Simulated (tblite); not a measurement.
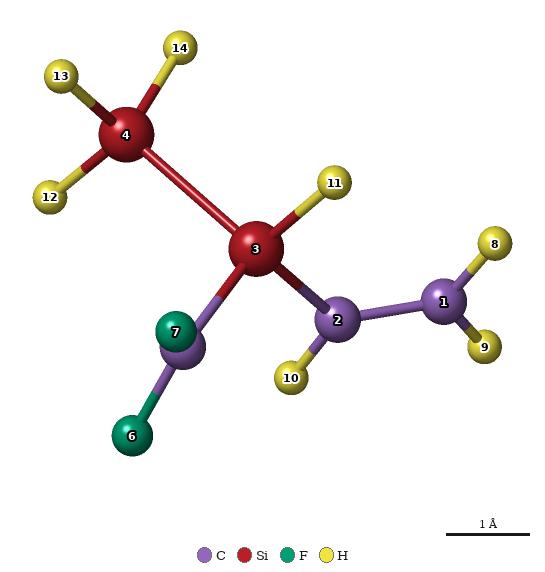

Starting structure of C₃H₇F₂Si₂ (multiplicity 2). The picture is a ball-and-stick view, seen from a free direction.

Level of theory: tblite, GFN2-xTB geometry optimisation, gas phase.

```xyz
14

C    -2.5536   -0.3601   -0.0274
C    -1.3433   -0.2430   -0.5700
Si    0.1492    0.4939    0.2618
Si    1.7080   -1.1412    0.6894
C     0.9515    1.7379   -0.7816
F     1.0906    1.5208   -2.1165
F     1.4350    2.8796   -0.2471
H    -2.7943    0.0000    0.9783
H    -3.3682   -0.8112   -0.5919
H    -1.1605   -0.6105   -1.5638
H    -0.3006    1.1079    1.5439
H     2.1353   -1.8148   -0.5618
H     2.9049   -0.5689    1.3694
H     1.1452   -2.1908    1.5952
```

Where does the relaxation end?

Answer. After 135 geometry steps the energy has fallen by 7.44 kcal/mol. The atom that moves furthest after the best rigid fit is H8 (1.33 Å). By element the largest moves are H 1.33 Å, F 0.59 Å, C 0.47 Å, Si 0.25 Å. Near-neighbour distances that change, for instance: Si3–C5 1.811 → 1.868 Å, Si3–Si4 2.299 → 2.343 Å, Si4–H14 1.496 → 1.466 Å, Si4–H13 1.491 → 1.464 Å. Among the angles between lasting bonds that change: F6–C5–F7 119.1° → 107.6°, C5–Si3–H11 110.3° → 102.1°, Si4–Si3–C5 107.2° → 115.2°. Groups turn about C2–Si3 by about 55°. Cost: 0.92 s on 1 thread of Arm Neoverse V1 (shared host).

History of the run:

| step | E − E(0), kcal/mol |
| --- | --- |
| 0 | 0.00 |
| 1 | -1.95 |
| 2 | -3.98 |
| 3 | -4.74 |
| 4 | -5.37 |
| 5 | -5.58 |
| 6 | -5.82 |
| 7 | -6.14 |
| 8 | -6.44 |
| 9 | -6.66 |
| 10 | -6.81 |
| 17 | -7.00 |
| 23 | -7.02 |
| 30 | -7.05 |
| 36 | -7.09 |
| 43 | -7.14 |
| 49 | -7.15 |
| 56 | -7.16 |
| 63 | -7.19 |
| 69 | -7.21 |
| 76 | -7.22 |
| 82 | -7.23 |
| 89 | -7.27 |
| 96 | -7.32 |
| 102 | -7.37 |
| 109 | -7.38 |
| 115 | -7.39 |
| 122 | -7.42 |
| 128 | -7.43 |
| 135 | -7.44 |

The structure at the end:

```xyz
14

C    -2.3010   -0.7613   -0.0445
C    -1.4379    0.0853   -0.5833
Si    0.1366    0.6572    0.2817
Si    1.5109   -1.1568    0.8389
C     0.8834    1.8812   -0.9153
F     1.0453    1.5994   -2.2182
F     1.9021    2.6714   -0.5409
H    -2.1542   -1.1682    0.9439
H    -3.1964   -1.0854   -0.5525
H    -1.6387    0.4595   -1.5798
H    -0.1896    1.5118    1.4340
H     1.9051   -1.9218   -0.3464
H     2.7284   -0.7047    1.5151
H     0.8053   -2.0680    1.7453
```

The end point in the same view:

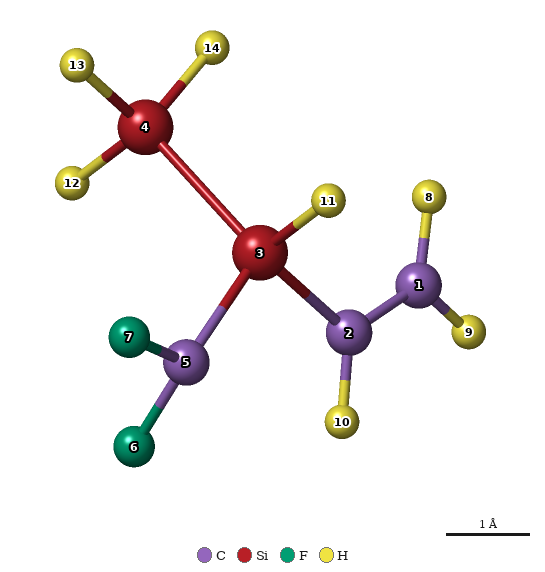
